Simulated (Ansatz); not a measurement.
Al$_{12}$P$_{12}$ (Al12P12 wurtzite hole rod) (charge +1, doublet)

Input file:

```
crystal:
  periodic: [false, false, false]
  atoms:
    - {symbol: P, position_ang: [-0.005728, -2.546701, -3.668654]}
    - {symbol: Al, position_ang: [-1.642706, -0.974732, -3.318366]}
    - {symbol: Al, position_ang: [0.031735, -2.150832, -1.280381]}
    - {symbol: P, position_ang: [-2.266423, -1.323469, -1.089471]}
    - {symbol: P, position_ang: [-0.018587, -2.622738, 1.092529]}
    - {symbol: Al, position_ang: [-1.879342, -1.038164, 1.281314]}
    - {symbol: Al, position_ang: [-0.026224, -1.906093, 3.320320]}
    - {symbol: P, position_ang: [-2.203503, -1.265409, 3.670125]}
    - {symbol: P, position_ang: [-2.174222, 1.256653, -3.598595]}
    - {symbol: Al, position_ang: [-1.824717, 1.055083, -1.194827]}
    - {symbol: P, position_ang: [-2.288055, 1.327475, 1.144000]}
    - {symbol: Al, position_ang: [-1.626508, 0.946546, 3.367396]}
    - {symbol: Al, position_ang: [1.626454, -0.946128, -3.367943]}
    - {symbol: P, position_ang: [2.287429, -1.327752, -1.144331]}
    - {symbol: Al, position_ang: [1.825448, -1.055779, 1.195296]}
    - {symbol: P, position_ang: [2.173592, -1.256009, 3.599660]}
    - {symbol: P, position_ang: [2.203096, 1.265901, -3.670307]}
    - {symbol: Al, position_ang: [0.025727, 1.906163, -3.319969]}
    - {symbol: Al, position_ang: [1.879534, 1.038123, -1.281451]}
    - {symbol: P, position_ang: [0.019594, 2.622723, -1.092031]}
    - {symbol: P, position_ang: [2.267227, 1.322160, 1.089638]}
    - {symbol: Al, position_ang: [-0.031801, 2.150067, 1.279887]}
    - {symbol: Al, position_ang: [1.642504, 0.975438, 3.318455]}
    - {symbol: P, position_ang: [0.005465, 2.547462, 3.667718]}
basis:
  gaussian: {orbitals: def2-SVP, fitting: {mean_field: def2-universal-jkfit}, initial_orbitals: start.molden}
total_charge: 1
magnetization: {spin_polarized: true, initial_magnetization: 1}
hamiltonian: {xc: pbe0, dispersion: d4}
scf: {omitted_lower_state_checks: [starts]}
output: {orbitals: {seedname: orbitals}}
```

Launched as:

```sh
ansatz run in.yaml --threads 2 --pin off --events-out ev --progress --plain --max-ram 22528MiB --backend cuda --devices 0, --max-vram 18GiB
```

Geometry: r2SCAN-D4/def2-SVP.

These are results of UKS PBE0-D4/def2-SVP in Ansatz, not measurements.

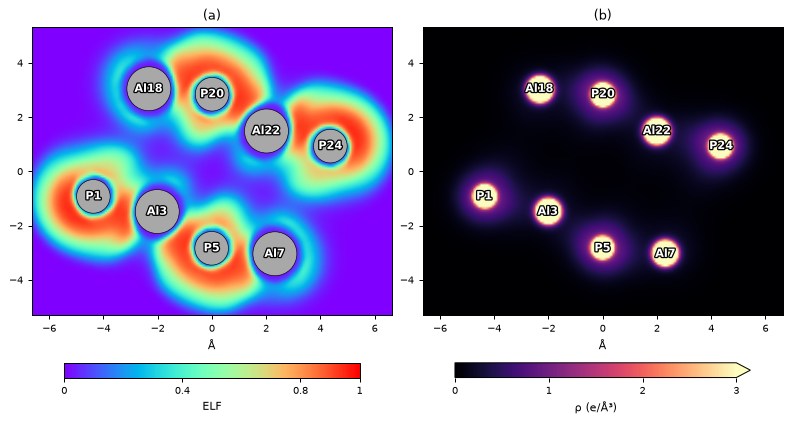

Figure 1. (a) ELF; (b) total electron density on the plane of atoms Al18, P20 and Al22. Grey discs cover the atomic cores in the ELF map.

**What does the map show?**

The plane passes through P and Al nuclei.
Al–P (2.34 Å): ρ is about 0.47 e/Å³ halfway; the ELF peaks at about 0.85 in the valence shell of P, 1.1 Å from its nucleus, and is about 0.85 at the midpoint.
Al–P (2.42 Å): ρ at the midpoint is about 0.48 e/Å³; the ELF peaks at about 0.90 in the valence shell of P, 1.1 Å from its nucleus, and is about 0.90 at the midpoint.

The ELF also peaks beside P1 and P24, away from the bonds: non-bonding electrons, paired or unpaired.

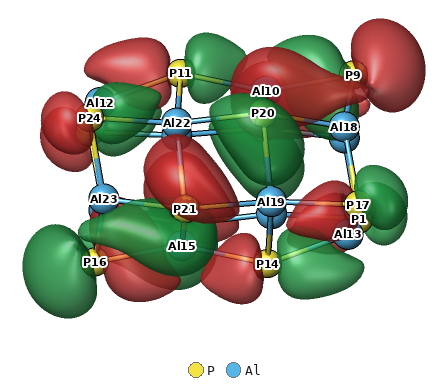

Figure 2. The LUMO (β) at ±0.04 Å⁻³ᐟ² (green and red are the two phases), seen from one side.

**Where does this orbital lie, and at what energy?**

It lies mainly on P16 (about 10 %), P9 (about 10 %), P4 (about 10 %), P5 (about 10 %), P21 (about 10 %) and P20 (about 10 %); it is ungerade (odd under inversion). Its energy is −8.17 eV.

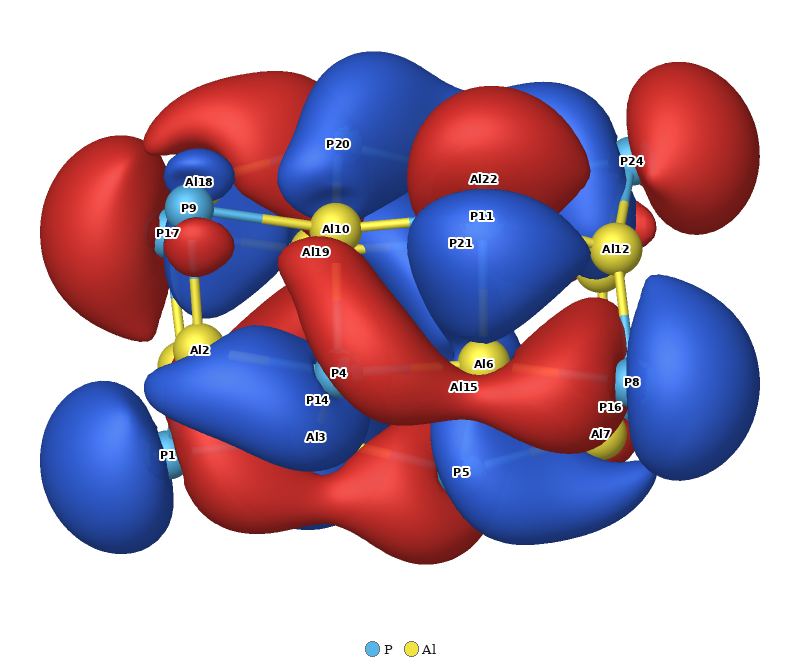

Figure 3. One frontier orbital at ±0.03 Å⁻³ᐟ² (red and blue are the two phases), seen at an oblique angle.

**Which orbital is it: HOMO (α) or LUMO (α)?**

The HOMO (α), at −9.31 eV. Its weight (Hirshfeld) is mainly on P14 (about 10 %), P11 (about 10 %), P1 (about 10 %), P8 (about 10 %), P24 (about 10 %) and P17 (about 10 %); it is ungerade (odd under inversion).
